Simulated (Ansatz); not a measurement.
**Si₂NH₇O: geometry relaxation (part 1 of 2)**

Si₂NH₇O, computed with RKS B3LYP-D4/6-31G* (Ansatz 0.2.0).

It belongs to a series of runs on one base structure; here: start relaxed. Figures and captions count atoms from 1; the log counts them from 0 in places.

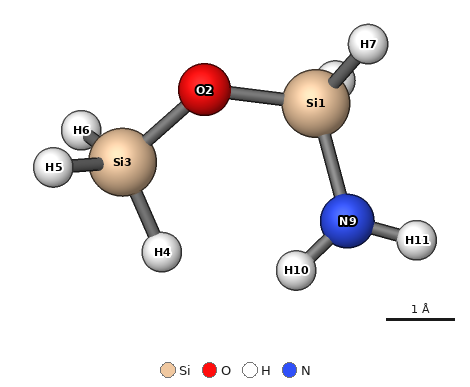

Figure 1. The starting structure (ball-and-stick view, seen at a tilt; atoms are numbered from 1 in the order of the input).

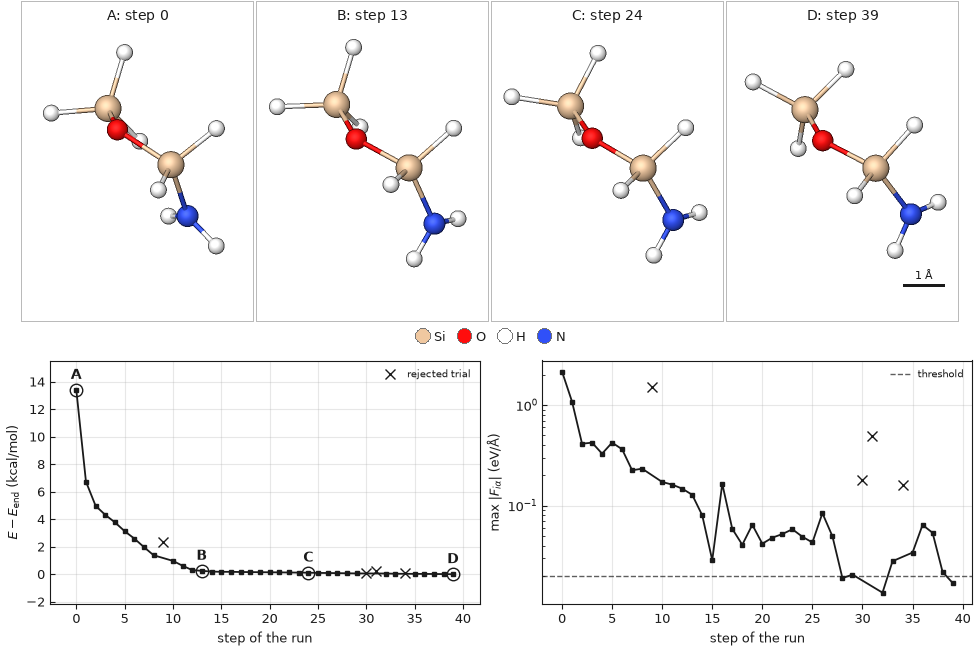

Figure 2. Frames of the relaxation (ball-and-stick view, seen at a tilt) above the curves, on which the letters mark them (the first geometry is step 0 here and step 1 in the log).

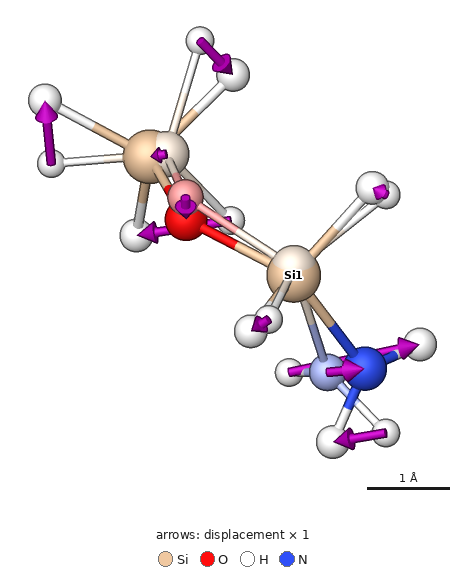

Figure 3. Start (faint) and end (solid) with the displacements as pink arrows, at true length (ball-and-stick view, seen at a tilt). The two geometries are laid on each other by the best rigid fit. Over 39 geometry steps the energy falls by 13.4 kcal/mol. Largest force component: 2.2 eV/Å at the start, 0.017 eV/Å at the end. The line search rejected the trial steps at points 9, 30, 31, 34 (counted from 0) and went back. The largest move after the best rigid fit is that of H10, 1.72 Å. Largest moves by element: H 1.72 Å, N 0.52 Å, O 0.37 Å, Si 0.21 Å. Among the contacts that change: Si1–N9 1.819 → 1.721 Å, N9–H10 1.060 → 1.013 Å, Si3–H4 1.460 → 1.490 Å, O2–Si3 1.680 → 1.651 Å. Among the angles that change: Si1–O2–Si3 125.0° → 141.3°, H10–N9–H11 120.0° → 111.3°, O2–Si1–N9 109.5° → 116.0°. (Atoms are counted from 1 in the order of the input.)

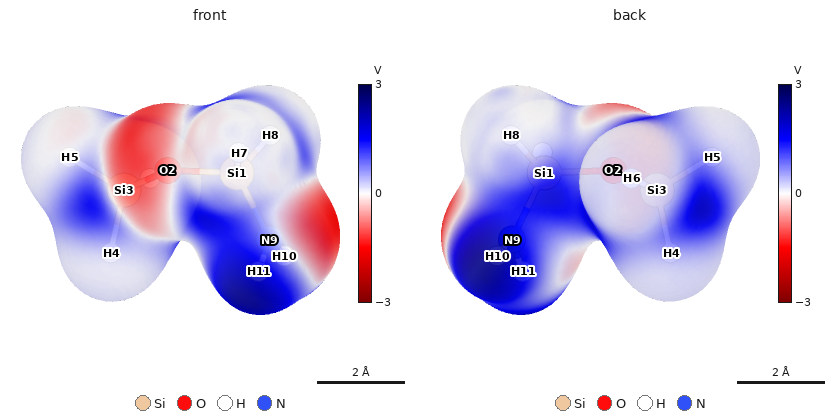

Figure 4. The electrostatic potential painted on the density surface at 0.004 e/bohr³, seen at a tilt and from behind; the colour scale runs from red (negative) to blue (positive). A positive charge is drawn to the negative regions and a negative charge to the positive ones.

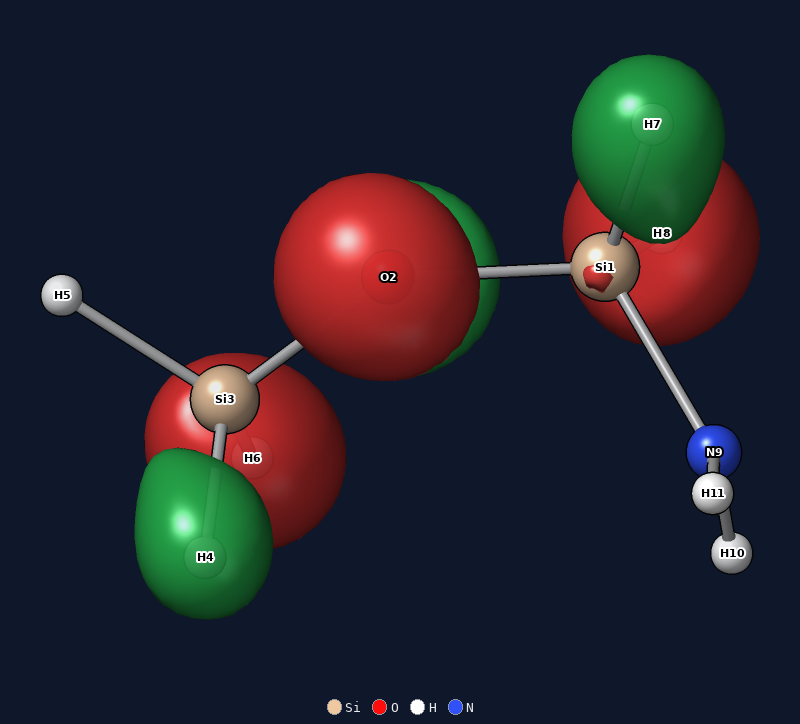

Figure 5. The HOMO−1 at ±0.15 Å⁻³ᐟ² (green and red are the two phases), seen at a tilt. Its weight (Hirshfeld) is mainly on O2 (40 %), Si1 (15 %), H8 (10 %), Si3 (10 %) and H6 (10 %). Its energy is −8.13 eV.

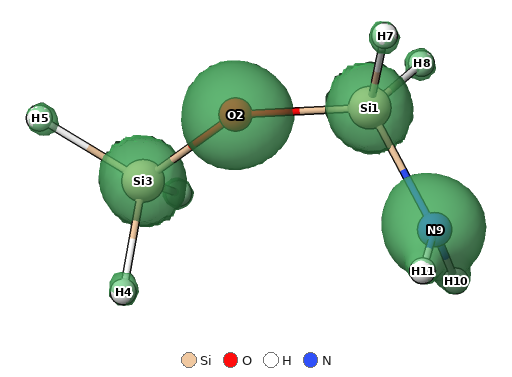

Figure 6. Isosurface of the electron density at 1.5 e/Å³ (green), seen at a tilt. At this value the surface falls into nine separate pieces. It is pinched off along the Si–O (1.65 Å), Si–N (1.72 Å) and Si–H (1.48 Å) contacts. On the grid the lowest density along these lines, outside the cores, is 0.92 e/Å³ (Si–O, 1.65 Å), 0.92 e/Å³ (Si–N, 1.72 Å), 2.2 e/Å³ (N–H, 1.01 Å) and 0.81 e/Å³ (Si–H, 1.48 Å).

The input and output of the run follow.

**The input**
```yaml
crystal:
  periodic: [false, false, false]
  atoms:
    - { symbol: Si, position_ang: [0.0, 0.0, 0.0] }
    - { symbol: O, position_ang: [0.0, 0.0, 1.68] }
    - { symbol: Si, position_ang: [-1.3147, -0.4067, 2.6436] }
    - { symbol: H, position_ang: [-2.239, -1.2403, 1.8804] }
    - { symbol: H, position_ang: [-0.8506, -1.1432, 3.8157] }
    - { symbol: H, position_ang: [-1.9987, 0.8095, 3.0733] }
    - { symbol: H, position_ang: [1.3768, 0.0, -0.4862] }
    - { symbol: H, position_ang: [-0.6877, 1.1914, -0.4862] }
    - { symbol: "N", position_ang: [-0.8572, -1.4851, -0.6061] }
    - { symbol: H, position_ang: [-1.3922, -2.1014, 0.0704] }
    - { symbol: H, position_ang: [-0.8219, -1.7344, -1.6357] }
basis:
  gaussian: { orbitals: "6-31G*" }
hamiltonian:
  xc: b3lyp
  dispersion: d4
relax:
  f_tol: 0.02
  max_steps: 40
output:
  orbitals: {}
```

Run as:
```bash
ansatz run input.yaml --threads 1 --pin off --max-ram 2048MiB --backend cpu --events-out ev --progress --plain --runs-dir out
```

**Output**
```
The last accepted step is kept in [file] (removed where the run ends without a failure and the disk answers)
Engine: ansatz 0.2.0, aarch64-unknown-linux-gnu
Functional definition: B3LYP
  parameter a0 = 0.2
  parameter ax = 0.72
  parameter ac = 0.81
  exchange = (1 - a0 - ax)*slater_x + ax*b88_x + a0*exact_x
  correlation = (1 - ac)*vwn_rpa_c + ac*lyp_c
883 factors; integrals over basis functions are off by at most 5.9e-4 eV
mean field evaluation 1: about -19399.4272 eV, gradient 7.1e1 eV
mean field evaluation 2: about -19381.3261 eV, gradient 1.2e2 eV
mean field evaluation 4: about -19408.3559 eV, gradient 7.9e0 eV
mean field evaluation 8: about -19408.4917 eV, gradient 7.5e-2 eV
mean field evaluation 16: about -19408.4917 eV, gradient 2.0e-5 eV
mean field -19408.49172331 eV, -713.2489152836 hartree, gradient 2.0e-5 eV, S^2 0.000000; 0 other end points of the search recorded, 0 dependent functions left out
the calculation of the forces begins
reference -19408.49198428 eV, -713.2489248740 hartree; 25, 25 occupied and 57, 57 virtual orbitals, 883 factors
relax step   1: F+E_penalty+E_count = -19408.86224884 eV  Δ(F+E_penalty+E_count) = +0.000e0 eV  max|allowed force component| = 2.154e0 eV/Å  Δτ_max = 0.0000 Å  (25 SCF iters, accepted)
these checks for a lower state are left out or cut short: starts, cluster_reference, orbital_swaps, neighbouring_geometries, increment
883 factors; integrals over basis functions are off by at most 6.0e-4 eV
mean field -19408.78262630 eV, -713.2596057710 hartree, gradient 1.3e-5 eV, S^2 0.000000; 0 other end points of the search recorded, 0 dependent functions left out
[... from here on the field's lines of each further geometry are left out, up to the last ...]
relax step   2: F+E_penalty+E_count = -19409.15143554 eV  Δ(F+E_penalty+E_count) = -2.892e-1 eV  max|allowed force component| = 1.082e0 eV/Å  Δτ_max = 0.1023 Å  (27 SCF iters, accepted)
relax step   3: F+E_penalty+E_count = -19409.22773889 eV  Δ(F+E_penalty+E_count) = -7.630e-2 eV  max|allowed force component| = 4.125e-1 eV/Å  Δτ_max = 0.0867 Å  (27 SCF iters, accepted)
relax step   4: F+E_penalty+E_count = -19409.25620432 eV  Δ(F+E_penalty+E_count) = -2.847e-2 eV  max|allowed force component| = 4.225e-1 eV/Å  Δτ_max = 0.2000 Å  (26 SCF iters, accepted)
relax step   5: F+E_penalty+E_count = -19409.27985404 eV  Δ(F+E_penalty+E_count) = -2.365e-2 eV  max|allowed force component| = 3.284e-1 eV/Å  Δτ_max = 0.0611 Å  (25 SCF iters, accepted)
relax step   6: F+E_penalty+E_count = -19409.30754133 eV  Δ(F+E_penalty+E_count) = -2.769e-2 eV  max|allowed force component| = 4.229e-1 eV/Å  Δτ_max = 0.2000 Å  (26 SCF iters, accepted)
relax step   7: F+E_penalty+E_count = -19409.33078652 eV  Δ(F+E_penalty+E_count) = -2.325e-2 eV  max|allowed force component| = 3.632e-1 eV/Å  Δτ_max = 0.2000 Å  (25 SCF iters, accepted)
relax step   8: F+E_penalty+E_count = -19409.35777032 eV  Δ(F+E_penalty+E_count) = -2.698e-2 eV  max|allowed force component| = 2.245e-1 eV/Å  Δτ_max = 0.2000 Å  (27 SCF iters, accepted)
relax step   9: F+E_penalty+E_count = -19409.38345354 eV  Δ(F+E_penalty+E_count) = -2.568e-2 eV  max|allowed force component| = 2.329e-1 eV/Å  Δτ_max = 0.2000 Å  (27 SCF iters, accepted)
relax step  10: F+E_penalty+E_count = -19409.34145112 eV  Δ(F+E_penalty+E_count) = +4.200e-2 eV  max|allowed force component| = 1.513e0 eV/Å  Δτ_max = 0.1989 Å  (27 SCF iters, rejected (line search))
relax step  11: F+E_penalty+E_count = -19409.40128688 eV  Δ(F+E_penalty+E_count) = -1.783e-2 eV  max|allowed force component| = 1.716e-1 eV/Å  Δτ_max = 0.0994 Å  (27 SCF iters, accepted)
relax step  12: F+E_penalty+E_count = -19409.41662399 eV  Δ(F+E_penalty+E_count) = -1.534e-2 eV  max|allowed force component| = 1.617e-1 eV/Å  Δτ_max = 0.0999 Å  (27 SCF iters, accepted)
relax step  13: F+E_penalty+E_count = -19409.43038732 eV  Δ(F+E_penalty+E_count) = -1.376e-2 eV  max|allowed force component| = 1.474e-1 eV/Å  Δτ_max = 0.1500 Å  (26 SCF iters, accepted)
relax step  14: F+E_penalty+E_count = -19409.43271051 eV  Δ(F+E_penalty+E_count) = -2.323e-3 eV  max|allowed force component| = 1.280e-1 eV/Å  Δτ_max = 0.1116 Å  (24 SCF iters, accepted)
relax step  15: F+E_penalty+E_count = -19409.43499436 eV  Δ(F+E_penalty+E_count) = -2.284e-3 eV  max|allowed force component| = 8.000e-2 eV/Å  Δτ_max = 0.0249 Å  (24 SCF iters, accepted)
relax step  16: F+E_penalty+E_count = -19409.43578632 eV  Δ(F+E_penalty+E_count) = -7.920e-4 eV  max|allowed force component| = 2.862e-2 eV/Å  Δτ_max = 0.0294 Å  (25 SCF iters, accepted)
relax step  17: F+E_penalty+E_count = -19409.43578858 eV  Δ(F+E_penalty+E_count) = -2.260e-6 eV  max|allowed force component| = 1.645e-1 eV/Å  Δτ_max = 0.0399 Å  (24 SCF iters, accepted)
relax step  18: F+E_penalty+E_count = -19409.43632805 eV  Δ(F+E_penalty+E_count) = -5.395e-4 eV  max|allowed force component| = 5.863e-2 eV/Å  Δτ_max = 0.0321 Å  (25 SCF iters, accepted)
relax step  19: F+E_penalty+E_count = -19409.43664225 eV  Δ(F+E_penalty+E_count) = -3.142e-4 eV  max|allowed force component| = 4.077e-2 eV/Å  Δτ_max = 0.0320 Å  (24 SCF iters, accepted)
relax step  20: F+E_penalty+E_count = -19409.43700521 eV  Δ(F+E_penalty+E_count) = -3.630e-4 eV  max|allowed force component| = 6.439e-2 eV/Å  Δτ_max = 0.0673 Å  (24 SCF iters, accepted)
relax step  21: F+E_penalty+E_count = -19409.43720721 eV  Δ(F+E_penalty+E_count) = -2.020e-4 eV  max|allowed force component| = 4.176e-2 eV/Å  Δτ_max = 0.0298 Å  (25 SCF iters, accepted)
relax step  22: F+E_penalty+E_count = -19409.43754383 eV  Δ(F+E_penalty+E_count) = -3.366e-4 eV  max|allowed force component| = 4.794e-2 eV/Å  Δτ_max = 0.0464 Å  (24 SCF iters, accepted)
relax step  23: F+E_penalty+E_count = -19409.43789227 eV  Δ(F+E_penalty+E_count) = -3.484e-4 eV  max|allowed force component| = 5.208e-2 eV/Å  Δτ_max = 0.0487 Å  (24 SCF iters, accepted)
relax step  24: F+E_penalty+E_count = -19409.43824567 eV  Δ(F+E_penalty+E_count) = -3.534e-4 eV  max|allowed force component| = 5.814e-2 eV/Å  Δτ_max = 0.0616 Å  (24 SCF iters, accepted)
relax step  25: F+E_penalty+E_count = -19409.43853877 eV  Δ(F+E_penalty+E_count) = -2.931e-4 eV  max|allowed force component| = 4.898e-2 eV/Å  Δτ_max = 0.0276 Å  (25 SCF iters, accepted)
relax step  26: F+E_penalty+E_count = -19409.43923232 eV  Δ(F+E_penalty+E_count) = -6.935e-4 eV  max|allowed force component| = 4.296e-2 eV/Å  Δτ_max = 0.0741 Å  (24 SCF iters, accepted)
relax step  27: F+E_penalty+E_count = -19409.43946482 eV  Δ(F+E_penalty+E_count) = -2.325e-4 eV  max|allowed force component| = 8.399e-2 eV/Å  Δτ_max = 0.0923 Å  (22 SCF iters, accepted)
relax step  28: F+E_penalty+E_count = -19409.43992804 eV  Δ(F+E_penalty+E_count) = -4.632e-4 eV  max|allowed force component| = 4.950e-2 eV/Å  Δτ_max = 0.0060 Å  (23 SCF iters, accepted)
relax step  29: F+E_penalty+E_count = -19409.44035257 eV  Δ(F+E_penalty+E_count) = -4.245e-4 eV  max|allowed force component| = 1.897e-2 eV/Å  Δτ_max = 0.0150 Å  (23 SCF iters, accepted)
relax step  30: F+E_penalty+E_count = -19409.44082301 eV  Δ(F+E_penalty+E_count) = -4.704e-4 eV  max|allowed force component| = 2.058e-2 eV/Å  Δτ_max = 0.0581 Å  (24 SCF iters, accepted)
```
